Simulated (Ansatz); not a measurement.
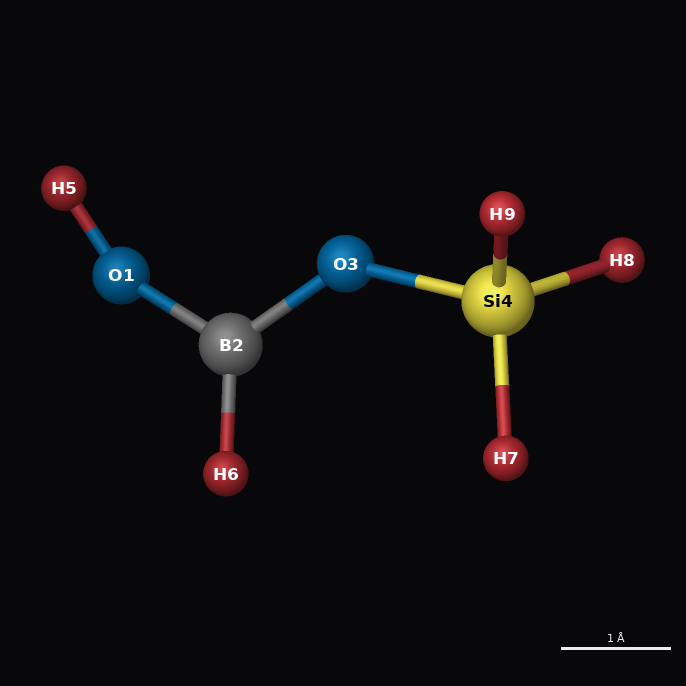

The picture comes from a calculation with Ansatz.

Numbered structure. Geometry: moved along internal coordinates away from the minimum.

Describe the coordination of atom 1.

O1 has 2 neighbours (B2 at 1.36, H5 at 0.96 Å); the arrangement is bent.

What is the geometry at B2?

B2 has 3 neighbours (O1 at 1.36, O3 at 1.35, H6 at 1.20 Å); the arrangement is trigonal planar.

What is the geometry at O3?

O3 has 2 neighbours (B2 at 1.35, Si4 at 1.65 Å); the arrangement is bent.

How are the neighbours of atom 4 arranged?

Si4 has 4 neighbours (O3 at 1.65, H7 at 1.49, H8 at 1.48, H9 at 1.48 Å); the arrangement is tetrahedral.

What is the dihedral angle O1–B2–O3–Si4?

180° in size, that is anti.
